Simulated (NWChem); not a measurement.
# SiH4 (SMILES [SiH4]): PBE0/cc-pVDZ

Aim: the vertical ionisation energy of SiH4 at PBE0/cc-pVDZ, from 2 runs. 

The calculation is run with NWChem 7.3.0.

1 further run of the same task is left out (set aside as unsound or not needed).

**1. The system as given**

SiH4: 5 atoms, total charge 0, spin state singlet. SMILES: `[SiH4]`. Geometry: relaxed at PBE0-D4/def2-TZVP.

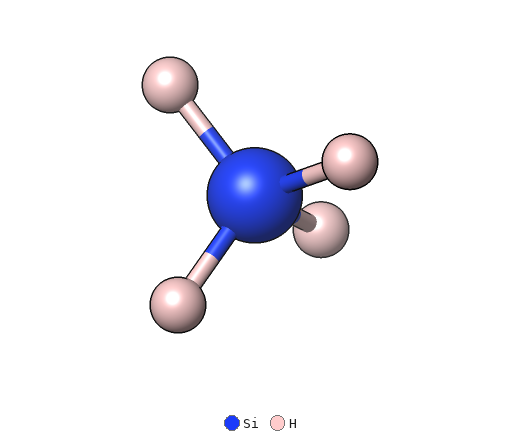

The structure, seen from a chosen angle (silicon blue, hydrogen pink).

**2. A single-point energy at PBE0/cc-pVDZ**

Contents of h4si.nw:

```
start h4si
title "H4Si"
memory 2200 mb
geometry noautosym nocenter noautoz
   Si    0.000000    0.000000   -0.000100
   H     0.967600   -0.688400    0.890900
   H    -1.331000    0.044900    0.656000
   H    -0.105100   -0.740300   -1.282600
   H     0.468500    1.383800   -0.264200
end
basis spherical bse
   * library cc-pVDZ
end
dft
   xc pbe0
   grid fine
   convergence energy 1e-08
   maxiter 100
   mulliken
   noprint "final vectors analysis"
end
task dft energy
```

The run is started by

```sh
nwchem h4si.nw > h4si.out
```

What it wrote:

```text
[...]
          Wavefunction type:  closed shell.
          No. of atoms     :     5
          No. of electrons :    18
[...]
          Charge           :     0
          Spin multiplicity:     1
[...]
          AO basis - number of functions:    38
[...]
              XC Information
              --------------
                         PBE0 Method XC Functional
                     Hartree-Fock (Exact) Exchange  0.250
          PerdewBurkeErnzerhof Exchange Functional  0.750
            Perdew 1991 LDA Correlation Functional  1.000 local
           PerdewBurkeErnz. Correlation Functional  1.000 non-local
[...]
 d= 0,ls=0.0,diis     1   -291.7318334958 -3.13D+02  6.72D-03  5.48D-02     1.2
[...]
 d= 0,ls=0.0,diis     6   -291.7415286063 -6.28D-10  1.30D-07  5.61D-12     4.5
         Total DFT energy =     -291.741528606286
      One electron energy =     -445.640168815304
           Coulomb energy =      154.863376513184
    Exchange-Corr. energy =      -22.235326114624
 Nuclear repulsion energy =       21.270589810457
[...]
      Total Density - Mulliken Population Analysis
     ---------------------------------------------
    Atom       Charge   Shell Charges
 -----------   ------   -------------------------------------------------------
    1 Si  14    13.85   2.00  2.03  0.77  0.49  6.01  1.56  0.83  0.16
    2 H    1     1.04   0.72  0.31  0.01
    3 H    1     1.04   0.72  0.31  0.01
    4 H    1     1.04   0.72  0.31  0.01
    5 H    1     1.04   0.72  0.31  0.01
[...]
```

Run time: 5.1 s. Hardware: 1 thread of Intel Xeon Platinum 8259CL at 2.50GHz (Skylake/Cascade Lake), shared host; peak memory 0.11 GiB.

**3. The doublet cation, same level**

Contents of mymol.nw:

```
START mymol
TITLE "H4Si"
memory 2200 mb
charge 1

GEOMETRY noautosym nocenter noautoz
   Si     0.000000     0.000000    -0.000100
   H      0.967600    -0.688400     0.890900
   H     -1.331000     0.044900     0.656000
   H     -0.105100    -0.740300    -1.282600
   H      0.468500     1.383800    -0.264200
END

BASIS spherical bse
   Si library cc-pVDZ
   H library cc-pVDZ
END

DFT
   xc pbe0
   mult 2
   grid fine
   convergence energy 1e-08
   maxiter 100
   mulliken
   print low
END

TASK dft energy
```

The run is started by

```sh
nwchem mymol.nw > mymol.out
```

What it wrote:

```text
[...]
 d= 0,ls=0.0,diis     1   -291.1984798515 -3.12D+02  1.14D-02  2.14D-01     1.4
[...]
 d= 0,ls=0.0,diis    14   -291.2852394072 -6.51D-09  4.79D-06  1.69D-09    13.1
[...]
         Total DFT energy =     -291.285239407178
      One electron energy =     -440.073569306441
           Coulomb energy =      149.429139290100
    Exchange-Corr. energy =      -21.911399201295
 Nuclear repulsion energy =       21.270589810457
[...]
      Total Density - Mulliken Population Analysis
     ---------------------------------------------
    Atom       Charge   Shell Charges
 -----------   ------   -------------------------------------------------------
    1 Si  14    13.65   2.00  2.03  0.88  0.47  6.01  1.51  0.60  0.15
    2 H    1     0.84   0.66  0.17  0.01
    3 H    1     0.84   0.66  0.17  0.01
    4 H    1     0.84   0.66  0.17  0.01
    5 H    1     0.84   0.66  0.17  0.01
[...]
      <S2> =      0.7607 (Exact =     0.7500)
[...]
```

It took 14 s on 1 thread of Intel Xeon Platinum 8259CL at 2.50GHz (Skylake/Cascade Lake), shared host; peak memory 0.11 GiB.

**4. Outcome**

Level: PBE0/cc-pVDZ.

```
                                          quantity          value
                        singlet SiH4: total energy  -291.74153 Eh
                       singlet SiH4: dipole moment         0.00 D
                      doublet cation: total energy  -291.28524 Eh
                              doublet cation: ⟨S²⟩          0.761
vertical ionisation energy (to the doublet cation)      12.416 eV
```

What this shows: Removing an electron at fixed nuclei costs 12.42 eV (1198 kJ/mol). Mulliken charges (singlet SiH4) run from -0.04 on H2 to +0.15 on Si1. Mulliken charges (doublet cation) run from +0.16 on H2 to +0.35 on Si1; they depend strongly on the basis.
